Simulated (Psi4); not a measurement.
# HF/3-21G run of AlH2SF (SMILES [F][AlH][SH])

What is the vertical singlet–triplet gap of AlH2SF at HF/3-21G? 

The results are computed with Psi4 1.11.

1 further run of the same task is left out (set aside as unsound or not needed).

## Step 1: The molecule

AlH2SF has 5 atoms, charge 0, and is taken as a singlet. SMILES: `[F][AlH][SH]`. The shape is that of a PBE0-D4/def2-TZVP optimisation. This is one conformer, not always the lowest.

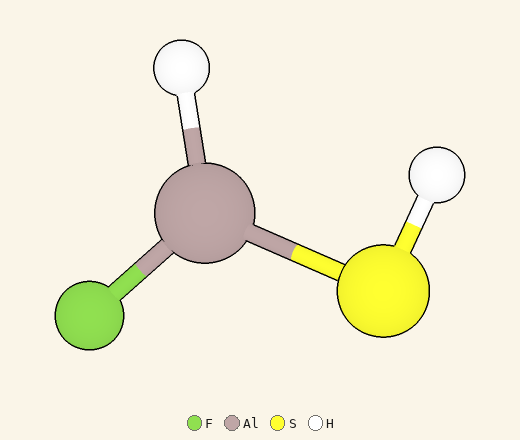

The structure, seen from a chosen angle (fluorine green, aluminium light grey, sulfur yellow, hydrogen white).

## Step 2: Energy and gradient at HF/3-21G

File alfh2s.inp:

```
memory 1.6 GB

molecule molecule1 {
  F     -1.203500    -1.535800     0.877500
  Al    -0.513900    -0.309100     0.024800
  S      1.536100     0.182600     0.533500
  H     -1.341100     0.430400    -1.085200
  H      1.572300     1.158200    -0.392100
  symmetry c1
  no_reorient
  no_com
}

set {
  puream        true
  e_convergence 1e-09
  d_convergence 1e-08
  scf_type      pk
}

gradient('scf/3-21G')
print_variables()
```

Run with:

```sh
$ psi4 -i alfh2s.inp -o alfh2s.out -n 1
```

alfh2s.out:

```text
[...]
  Running in c1 symmetry.
[...]
  Nuclear repulsion =  130.763162013636190
[...]
  Multiplicity = 1
[...]
  Nalpha       = 20
  Nbeta        = 20
[...]
    Number of basis functions: 39
[...]
   @RHF iter   1:  -736.24732507435010   -7.99325e-01   9.97237e-03 DIIS/ADIIS
[...]
   @RHF iter  10:  -736.31971210840379   -5.34328e-12   7.99220e-09 DIIS
[...]
    Orbital Energies [Eh]
    ---------------------
    Doubly Occupied:
       1A    -91.316003     2A    -58.126259     3A    -26.112459
       4A     -8.917765     5A     -6.592324     6A     -6.590645
       7A     -6.587873     8A     -4.935787     9A     -3.240264
      10A     -3.239404    11A     -3.238755    12A     -1.524211
      13A     -0.989848    14A     -0.657662    15A     -0.611392
      16A     -0.601927    17A     -0.549960    18A     -0.530568
      19A     -0.432963    20A     -0.403631
[...]
  @RHF Final Energy:  -736.31971210840379
   => Energetics <=
    Nuclear Repulsion Energy =            130.7631620136361903
    One-Electron Energy =               -1283.7663488304076509
    Two-Electron Energy =                 416.6834747083674984
    Total Energy =                       -736.3197121084039054
[...]
 Multipole Moments:
 ------------------------------------------------------------------------------------
     Multipole            Electronic (a.u.)      Nuclear  (a.u.)        Total (a.u.)
 ------------------------------------------------------------------------------------
 L = 1.  Multiply by 2.5417464519 to convert [e a0] to [Debye]
 Dipole X            :        -14.1778178           13.7885756           -0.3892422
 Dipole Y            :         25.8618587          -25.1906162            0.6712426
 Dipole Z            :        -29.7071884           28.8723696           -0.8348188
 Magnitude           :                                                    1.1397362
[...]
  -Total Gradient:
     Atom            X                  Y                   Z
    ------   -----------------  -----------------  -----------------
       1        0.003841931770     0.003669871196    -0.001702286028
       2        0.022863856839     0.009826552681     0.001475164471
       3       -0.017970431936    -0.005950647868    -0.002866221371
       4        0.000480918942    -0.001288944513     0.001478882152
       5       -0.009216275636    -0.006256831497     0.001614460776
[...]
```

Wall time 1.2 s (1 thread of AMD EPYC 9R45 (Zen 5), shared host); peak memory 0.18 GiB.

## Step 3: The triplet, same level

File job.dat:

```
memory 1600 MB

molecule {
  0 3
  F     -1.203500    -1.535800     0.877500
  Al    -0.513900    -0.309100     0.024800
  S      1.536100     0.182600     0.533500
  H     -1.341100     0.430400    -1.085200
  H      1.572300     1.158200    -0.392100
  symmetry c1
}

set reference uhf
set puream true
set e_convergence 1e-09
set d_convergence 1e-08
set scf_type pk
set maxiter 200

result, w = gradient("scf/3-21G", return_wfn=True)
oeprop(w, "LOWDIN_CHARGES", "QUADRUPOLE", "DIPOLE", title="SCF")
```

Run with:

```sh
$ psi4 job.dat job.out -n 1
```

job.out (excerpt; [...] marks lines left out):

```text
[...]
  Running in c1 symmetry.
[...]
  Nuclear repulsion =  130.763162013636162
[...]
  Multiplicity = 3
[...]
  Nalpha       = 21
  Nbeta        = 19
[...]
    Number of basis functions: 39
[...]
   @UHF iter   1:  -736.03466533243670   -5.86665e-01   1.01851e-02 DIIS/ADIIS
[...]
   @UHF iter  19:  -736.11560834640363   -4.09273e-12   6.82893e-09 DIIS
[...]
   @S^2 Observed:                2.031902892E+00
[...]
  @UHF Final Energy:  -736.11560834640363
   => Energetics <=
    Nuclear Repulsion Energy =            130.7631620136361619
    One-Electron Energy =               -1282.6877534090456265
    Two-Electron Energy =                 415.8089830490057466
    Total Energy =                       -736.1156083464036328
  UHF NO Occupations:
  HONO-2 :   19  A 1.9861214
  HONO-1 :   20  A 1.0000000
[...]
  -Total Gradient:
     Atom            X                  Y                   Z
    ------   -----------------  -----------------  -----------------
       1        0.002313591413     0.021142161859    -0.019309400930
       2        0.092573069896     0.012349852294     0.032550934972
       3       -0.078049045331    -0.018117661150    -0.019981518834
       4       -0.007897646962    -0.008108090370     0.003999405022
       5       -0.008939969034    -0.007266262631     0.002740579769
[...]
 Multipole Moments:
 ------------------------------------------------------------------------------------
     Multipole            Electronic (a.u.)      Nuclear  (a.u.)        Total (a.u.)
 ------------------------------------------------------------------------------------
 L = 1.  Multiply by 2.5417464519 to convert [e a0] to [Debye]
 Dipole X            :          0.5164829            1.8643868            2.3808697
 Dipole Y            :         -1.7886143            3.2410439            1.4524296
 Dipole Z            :          1.9751177           -2.2342122           -0.2590946
 Magnitude           :                                                    2.8009324
 L = 2.  Multiply by 1.3450342976 to convert [e a0^2] to [Debye ang]
 Quadrupole XX       :       -231.0714191          204.2169652          -26.8544538
 Quadrupole XY       :        -95.3062767           96.0818888            0.7756121
[...]
```

It took 1.2 s on 1 thread of AMD EPYC 9R45 (Zen 5), shared host; peak memory 0.18 GiB.

## Step 4: Summary of results

Level: HF/3-21G.

| quantity | value |
| --- | --- |
| singlet: total energy | -736.31971 Eh |
| singlet: dipole moment | 2.90 D |
| singlet: HOMO energy | -10.98 eV |
| singlet: LUMO energy | 1.59 eV |
| singlet: HOMO–LUMO gap | 12.57 eV |
| singlet: largest force on an atom | 1.282 eV/Å |
| triplet: total energy | -736.11561 Eh |
| triplet: dipole moment | 7.12 D |
| triplet: HOMO energy (highest over α and β) | -4.56 eV |
| triplet: LUMO energy (lowest over α and β) | -3.14 eV |
| triplet: ⟨S²⟩ | 2.032 |
| triplet: largest force on an atom | 5.086 eV/Å |
| vertical energy of the triplet above the singlet | 5.554 eV |

At this shape the triplet lies 5.55 eV (128 kcal/mol) above the singlet. The largest force (singlet) is 1.28 eV/Å: the shape isn't a stationary point for this species at this level.
